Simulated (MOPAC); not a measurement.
# Excited-state calculation of CH3AlBCl2F (part 2 of 2)

The same run, continued: CH3AlBCl2F; INDO/S, RHF (MOPAC 23.2.5). The geometry was optimised with PM7.

Geometry of the input (Å):
```
C  -0.2528  -0.2708  1.5238
Al 0.4679  -0.1937  -0.3488
Cl 1.5144  -1.5706  -1.3492
B  0.4135  1.8379  -0.9094
F  0.7552  3.0821  -1.0231
Cl -0.9312  0.9081  -1.6478
H  0.8494  -0.0008  1.6878
H  -0.3260  -1.3603  1.1874
H  -0.9296  0.0430  2.2764
```

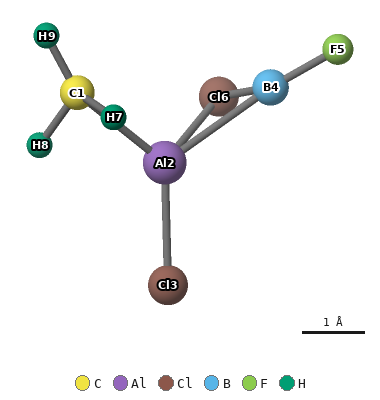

Figure 1. The structure (ball-and-stick view, seen at a tilt; atoms are numbered from 1 in the order of the input). Sticks mark near contacts.

Log, continued
```
  79     16.354 131904.  1  1 13.4075 0.000879 1  1 (  15)->(  26   )
  80     16.490 132998.  1  1 11.9258 0.014908 1  1 (  11)->(  25   )
  81     16.494 133030.  1  1 14.0022 0.000941 1  1 (  14)->(  26   )
  82     16.523 133266.  1  1  6.8478 0.009748 1  1 (  13)->(  27   )
  83     16.708 134757.  1  1 13.4278 0.003429 1  1 (  15)->(  27   )
  84     16.720 134855.  1  1 10.9314 0.006121 1  1 (  13)->(  26   )
  85     16.865 136024.  1  1 14.0939 0.004371 1  1 (  14)->(  27   )
  86     17.077 137735.  1  1 17.4154 0.000391 1  1 (   8)->(  23   )
  87     17.092 137856.  1  1  7.8756 0.097794 1  1 (   9)->(  24   )
  88     17.156 138374.  1  1  6.3095 0.046709 1  1 (  12)->(  27   )
  89     17.246 139096.  1  1 10.1669 0.005981 1  1 (  12)->(  26   )
  90     17.580 141795.  1  1  6.5648 0.022745 1  1 (  11)->(  27   )
  91     17.715 142885.  1  1 10.3692 0.014989 1  1 (  11)->(  26   )
  92     18.358 148065.  1  1  7.1991 0.182749 1  1 (  10)->(  25   )
  93     18.731 151072.  1  1 20.4618 0.002481 1  1 (   8)->(  24   )
  94     18.885 152316.  1  1  4.3501 0.042567 1  1 (  10)->(  26   )
  95     19.266 155394.  1  1  7.6763 0.140640 1  1 (   9)->(  25   )
  96     19.530 157522.  1  1  7.9827 0.004400 1  1 (   8)->(  27   )
  97     19.954 160944.  1  1  4.7696 0.080422 1  1 (   9)->(  26   )
  98     19.962 161002.  1  1  7.4447 0.006644 1  1 (  10)->(  27   )
  99     20.692 166891.  1  1 20.3824 0.005457 1  1 (   8)->(  25   )
 100     20.777 167581.  1  1  6.8613 0.003657 1  1 (   9)->(  27   )
 101     21.435 172885.  1  1 17.5604 0.005654 1  1 (   8)->(  26   )

 Depression of ground-state after CI=          0. cm**-1 Energy= -3304.1839114 eV
 Dipole moment= -0.647015  1.764609  2.133270 tot=  2.843117 Debyes

  CI trans.  energy frequency wavelength oscillator--------- polarization---------  dipole  ------ components-----
 st.  symm.    eV      cm - 1       nm      strength       x          y         z       moment     x       y       z

   2      3.5018590    28244.    354.05  0.027125   0.756351  -0.649665   0.076608  4.805626  -1.603   2.463   3.803
   3      4.4271665    35708.    280.05  0.075255   0.507619  -0.064644  -0.859153  4.304070  -1.780  -0.965   3.798
   4      4.5769402    36916.    270.89  0.013499   0.503306  -0.282891   0.816490  4.613992  -2.133   0.395   4.073
   5      4.8826742    39382.    253.93  0.024593  -0.076454   0.622142  -0.779163  2.790214   0.837  -1.407   2.260
   6      4.9341021    39796.    251.28  0.005046   0.753951  -0.159133  -0.637365  3.222701   1.693  -2.598   0.879
   7      5.0859939    41021.    243.78  0.006985  -0.050336  -0.879233   0.473726  2.469399   0.385   0.984   2.232
   8      5.7209192    46142.    216.72  0.054882  -0.419410  -0.645387  -0.638413  5.175760  -2.328   3.058   3.467
   9      6.2632850    50517.    197.95  0.007894   0.722823  -0.622148   0.300763  6.823141  -5.914   3.144  -1.302
  10      6.3887122    51529.    194.07  0.028429   0.535052   0.239750   0.810086  5.327504  -2.395   1.823   4.396
  11      6.6176942    53375.    187.35  0.015652   0.413251   0.317123  -0.853614 10.308717  -4.308  -5.774   7.374
  12      7.2365294    58367.    171.33  0.004802  -0.641106   0.345807   0.685128  3.699678  -3.580   0.933  -0.030

 Polarizability (au  ) xx=    7.20 xy=   -1.97 yy=    5.50 xz=   -1.55 yz=    0.17 zz=   12.24
 Polarizability (A**3) xx=    1.07 xy=   -0.29 yy=    0.82 xz=   -0.23 yz=    0.03 zz=    1.81

 Major CI contributions to CI states

State    1  0.0000     CI coeff  CI percent
    Config       1   1.00000000  1.00000000
 Total coeff printed             1.00000000

State    2  3.5019     CI coeff  CI percent
    Config       2   0.93805117  0.87994000
    Config       3  -0.08326360  0.00693283
    Config       4   0.16460221  0.02709389
    Config       5  -0.16360608  0.02676695
    Config       7  -0.08598441  0.00739332
    Config       8  -0.13598124  0.01849090
    Config       9   0.05984354  0.00358125
    Config      12   0.11955000  0.01429220
    Config      14  -0.05930225  0.00351676
    Config      18   0.04264501  0.00181860
 Total coeff printed             0.98982668

State    3  4.4272     CI coeff  CI percent
    Config       2  -0.24613198  0.06058095
    Config       3  -0.38356188  0.14711972
    Config       4   0.61539769  0.37871431
    Config       5  -0.52696216  0.27768912
    Config       6  -0.09939135  0.00987864
    Config       7   0.11257936  0.01267411
    Config       9   0.21883184  0.04788738
    Config      11  -0.21555707  0.04646485
    Config      21  -0.05000373  0.00250037
    Config      22   0.04887516  0.00238878
    Config      29   0.04076140  0.00166149
 Total coeff printed             0.98755973

State    4  4.5769     CI coeff  CI percent
    Config       3  -0.75125179  0.56437925
    Config       4  -0.08081929  0.00653176
    Config       5   0.44509972  0.19811376
    Config       6  -0.30830146  0.09504979
    Config       7  -0.06231701  0.00388341
    Config       8  -0.26092138  0.06807997
    Config       9  -0.16274111  0.02648467
    Config      11   0.04117682  0.00169553
    Config      12   0.11550455  0.01334130
    Config      14  -0.05384670  0.00289947
    Config      15   0.04290511  0.00184085
    Config      28   0.04172313  0.00174082
    Config      41   0.04442686  0.00197375
 Total coeff printed             0.98601432

State    5  4.8827     CI coeff  CI percent
    Config       2  -0.04127478  0.00170361
    Config       3  -0.24475936  0.05990715
    Config       4  -0.45428073  0.20637099
    Config       5  -0.44354325  0.19673062
    Config       7  -0.65663354  0.43116761
    Config       8   0.17100094  0.02924132
    Config       9   0.05416303  0.00293363
    Config      10   0.10188320  0.01038019
    Config      11  -0.04335613  0.00187975
    Config      12  -0.15232563  0.02320310
    Config      13   0.04081375  0.00166576
    Config      17  -0.04774761  0.00227983
    Config      18   0.09201144  0.00846610
    Config      27  -0.06343313  0.00402376
    Config      37   0.06296272  0.00396430
    Config      42   0.08487494  0.00720376
 Total coeff printed             0.99112148

State    6  4.9341     CI coeff  CI percent
    Config       2  -0.06487870  0.00420925
    Config       3  -0.26435312  0.06988257
    Config       4   0.07241089  0.00524334
    Config       5   0.09903257  0.00980745
    Config       6   0.89182706  0.79535551
    Config       7  -0.10920793  0.01192637
    Config       8  -0.11809776  0.01394708
    Config       9  -0.04573972  0.00209212
    Config      10  -0.15982408  0.02554374
    Config      12   0.07546278  0.00569463
    Config      13  -0.05827448  0.00339592
    Config      15  -0.12059572  0.01454333
    Config      20  -0.05116413  0.00261777
    Config      24   0.10149451  0.01030113
    Config      35  -0.07247249  0.00525226
    Config      41  -0.10288943  0.01058624
 Total coeff printed             0.99039870

State    7  5.0860     CI coeff  CI percent
    Config       2  -0.07606375  0.00578569
    Config       3   0.22935600  0.05260417
    Config       4   0.55546666  0.30854322
    Config       5   0.35864979  0.12862967
    Config       6  -0.09139638  0.00835330
    Config       7  -0.66304693  0.43963123
    Config       8   0.11677716  0.01363691
    Config      11   0.07126217  0.00507830
    Config      12   0.05214123  0.00271871
    Config      14  -0.05246266  0.00275233
    Config      18   0.08721806  0.00760699
    Config      21   0.04045084  0.00163627
    Config      27  -0.07402882  0.00548027
    Config      37   0.04248108  0.00180464
    Config      42   0.07339585  0.00538695
 Total coeff printed             0.98964864

State    8  5.7209     CI coeff  CI percent
    Config       2   0.12991044  0.01687672
    Config       3  -0.27969262  0.07822796
    Config       4   0.06949642  0.00482975
    Config       5   0.14148648  0.02001842
    Config       6   0.06953399  0.00483498
    Config       7   0.17921137  0.03211672
    Config       8   0.83357115  0.69484086
    Config       9   0.15879456  0.02521571
    Config      10   0.08943089  0.00799788
    Config      11   0.27902615  0.07785559
    Config      12  -0.04259847  0.00181463
    Config      13  -0.06771964  0.00458595
    Config      14  -0.06539899  0.00427703
    Config      16   0.07006805  0.00490953
    Config      17  -0.04870356  0.00237204
    Config      25  -0.05680238  0.00322651
    Config      26   0.04457462  0.00198690
 Total coeff printed             0.98598719

State    9  6.2633     CI coeff  CI percent
    Config       3   0.05974528  0.00356950
    Config       6   0.13350203  0.01782279
    Config       8  -0.14514368  0.02106669
    Config       9   0.05307887  0.00281737
    Config      10   0.86247282  0.74385936
    Config      12   0.13365428  0.01786347
    Config      13  -0.33035296  0.10913308
    Config      14   0.06278773  0.00394230
    Config      15   0.08609477  0.00741231
    Config      16   0.11897252  0.01415446
    Config      17  -0.07649477  0.00585145
    Config      19   0.05855010  0.00342811
    Config      20   0.04348709  0.00189113
    Config      23  -0.06561526  0.00430536
    Config      24  -0.04002778  0.00160222
    Config      25  -0.15447612  0.02386287
    Config      32   0.10231851  0.01046908
 Total coeff printed             0.99305154

State   10  6.3887     CI coeff  CI percent
    Config       6  -0.04531359  0.00205332
    Config       8   0.31777143  0.10097868
    Config       9  -0.46745422  0.21851345
    Config      11  -0.69145405  0.47810870
    Config      12   0.16340685  0.02670180
    Config      13  -0.24560793  0.06032325
    Config      14  -0.22034009  0.04854976
    Config      17   0.15968094  0.02549800
    Config      19   0.04851145  0.00235336
    Config      23  -0.05404710  0.00292109
    Config      30   0.04097346  0.00167882
    Config      32   0.10855202  0.01178354
    Config      33   0.04501078  0.00202597
    Config      38  -0.05129448  0.00263112
    Config      40   0.04471704  0.00199961
    Config      43   0.04192537  0.00175774
    Config      44   0.04659252  0.00217086
 Total coeff printed             0.99004908

State   11  6.6177     CI coeff  CI percent
    Config       4   0.18632696  0.03471774
    Config       5  -0.26345835  0.06941030
    Config       9  -0.79417675  0.63071670
    Config      10   0.07535993  0.00567912
    Config      11   0.43819007  0.19201054
    Config      12  -0.11971857  0.01433254
    Config      13   0.07081882  0.00501531
    Config      14   0.06438328  0.00414521
    Config      17  -0.07343708  0.00539301
    Config      19   0.06038292  0.00364610
    Config      23   0.08311180  0.00690757
    Config      26  -0.11634074  0.01353517
    Config      33  -0.05039438  0.00253959
    Config      44  -0.04346685  0.00188937
 Total coeff printed             0.98993825

State   12  7.2365     CI coeff  CI percent
    Config       5  -0.04190630  0.00175614
    Config       6  -0.09696529  0.00940227
    Config       7  -0.07333355  0.00537781
    Config       8  -0.07663403  0.00587277
    Config      10  -0.18964659  0.03596583
    Config      11   0.17487477  0.03058119
    Config      12  -0.27921972  0.07796365
    Config      13  -0.73709278  0.54330576
    Config      14   0.10972742  0.01204011
    Config      15  -0.18939125  0.03586905
    Config      16   0.07720436  0.00596051
    Config      17   0.24253808  0.05882472
    Config      18  -0.20782047  0.04318935
    Config      19  -0.17585147  0.03092374
    Config      20  -0.16664878  0.02777182
    Config      21  -0.09209722  0.00848190
    Config      22  -0.08877509  0.00788102
    Config      23  -0.13355592  0.01783718
    Config      24  -0.06722148  0.00451873
    Config      26   0.09916104  0.00983291
    Config      28   0.10042298  0.01008477
    Config      30   0.05595158  0.00313058
    Config      31  -0.04958403  0.00245858
    Config      33  -0.04111854  0.00169073
 Total coeff printed             0.99072111

 -------------------------------------------------------------------------------
 INDO MAXCI=300 WRTCI=12 C.I.=20 1SCF CIS AUX(PRECISION=6) THREADS=1
 CH3AlBCl2F

     1SCF WAS SPECIFIED, SO BFGS WAS NOT USED
     SCF FIELD WAS ACHIEVED

                              INDO CALCULATION

          COSMO AREA              =        149.54 SQUARE ANGSTROMS
          COSMO VOLUME            =        144.18 CUBIC ANGSTROMS

          IONIZATION POTENTIAL    =          9.269335 EV
          HOMO LUMO ENERGIES (EV) =         -9.269 -1.847
          NO. OF FILLED LEVELS    =         17
          MOLECULAR WEIGHT        =        142.7306         POINT GROUP:  C1

          MOLECULAR DIMENSIONS (Angstroms)

            Atom       Atom       Distance
            H     8    F     5     5.07839
            H     9   Cl     3     4.60970
            H     7   Cl     6     3.23438

          SCF CALCULATIONS        =          1

          WALL-CLOCK TIME         =      0.031 SECONDS
          COMPUTATION TIME        =      0.031 SECONDS

   ATOM   CHEMICAL          X               Y               Z
  NUMBER   SYMBOL      (ANGSTROMS)     (ANGSTROMS)     (ANGSTROMS)

     1       C         -0.25277700  *  -0.27075600  *   1.52383300  *
     2      Al          0.46790500  *  -0.19368200  *  -0.34878100  *
     3      Cl          1.51438700  *  -1.57056000  *  -1.34919100  *
     4       B          0.41345300  *   1.83789500  *  -0.90944900  *
     5       F          0.75523400  *   3.08207000  *  -1.02312600  *
     6      Cl         -0.93118700  *   0.90808300  *  -1.64777500  *
     7       H          0.84942500  *  -0.00081500  *   1.68781300  *
     8       H         -0.32602200  *  -1.36029100  *   1.18738300  *
     9       H         -0.92958600  *   0.04296800  *   2.27640300  *

                             CARTESIAN COORDINATES

   1    C       -0.252777000    -0.270756000     1.523833000
   2   Al        0.467905000    -0.193682000    -0.348781000
   3   Cl        1.514387000    -1.570560000    -1.349191000
   4    B        0.413453000     1.837895000    -0.909449000
   5    F        0.755234000     3.082070000    -1.023126000
   6   Cl       -0.931187000     0.908083000    -1.647775000
   7    H        0.849425000    -0.000815000     1.687813000
   8    H       -0.326022000    -1.360291000     1.187383000
   9    H       -0.929586000     0.042968000     2.276403000

           Empirical Formula: C H3 Al Cl2 B F  =     9 atoms

      MOLECULAR POINT GROUP   :   C1

                  EIGENVALUES
 -45.84755 -32.00512 -27.34405 -25.08127 -19.62766 -18.08365 -17.37618 -17.10238
 -16.73357 -15.84972 -13.37831 -12.99488 -12.32784 -11.85171 -11.74687 -10.62029
  -9.26934  -1.84677  -0.06692   0.09220   0.87472   2.32446   3.25393   4.79238
   6.71723   7.98414   8.31968

              NET ATOMIC CHARGES AND DIPOLE CONTRIBUTIONS

  ATOM NO.   TYPE          CHARGE      No. of ELECS.   s-Pop       p-Pop
    1          C          -0.171910        4.1719     1.07500     3.09691
    2         Al           0.559276        2.4407     0.96304     1.47768
    3         Cl          -0.329131        7.3291     1.92727     5.40186
    4          B           0.358341        2.6417     1.25920     1.38246
    5          F          -0.240017        7.2400     1.82704     5.41298
    6         Cl          -0.259613        7.2596     1.91857     5.34104
    7          H           0.006934        0.9931     0.99307
    8          H           0.015524        0.9845     0.98448
    9          H           0.060597        0.9394     0.93940
 DIPOLE           X         Y         Z       TOTAL
 POINT-CHG.    -0.193     0.575     2.414     2.489
 HYBRID        -0.453     1.189    -0.282     1.304
 SUM           -0.646     1.764     2.132     2.842

          ATOMIC ORBITAL ELECTRON POPULATIONS

     Atom    s        px        py        pz
    1  C   1.07500   0.95481   1.07100   1.07110
    2 Al   0.96304   0.41572   0.52267   0.53929
    3 Cl   1.92727   1.82752   1.72538   1.84896
    4  B   1.25920   0.40156   0.68220   0.29871
    5  F   1.82704   1.88588   1.62600   1.90110
    6 Cl   1.91857   1.75314   1.71935   1.86855
    7  H   0.99307
    8  H   0.98448
    9  H   0.93940

 *                    *
 * JOB ENDED NORMALLY *
 *                    *

 TOTAL JOB TIME:             0.04 SECONDS

 == MOPAC DONE ==
```

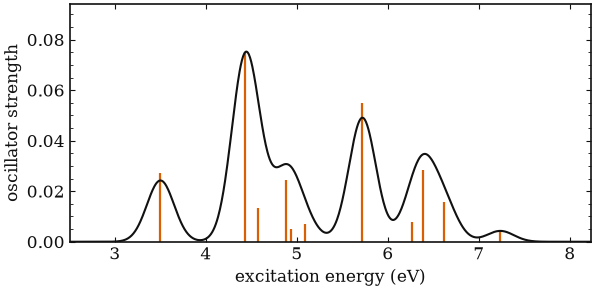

Figure 2. Computed excitations as sticks (degenerate states added up, dark ones marked on the axis), with a Gaussian envelope of 0.35 eV full width at half maximum, scaled to the tallest. Of the 11 states the lowest lies at 3.50 eV (f = 0.027); the strongest line is at 4.43 eV, or 280 nm (f = 0.075).

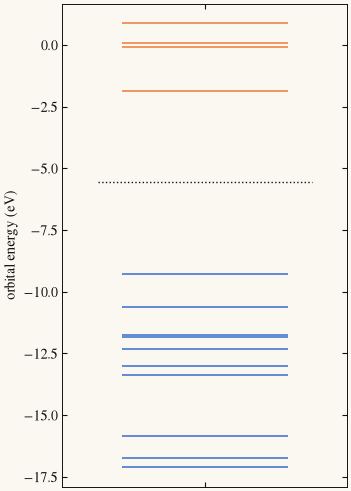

Figure 3. Orbital energies near the frontier; the dotted line parts filled from empty levels, and levels within 0.02 eV of each other stand side by side. Highest filled −9.27 eV, lowest empty −1.85 eV, 7.42 eV apart.

Key numbers

- outcome: converged
- basis functions: 27
- HOMO: −9.27 eV
- LUMO: −1.85 eV
- dipole moment: 2.84 D
- lowest excitation: 3.50 eV
- peak memory: 0.071 GiB

Notes

MOPAC's energies along a path are heats of formation.
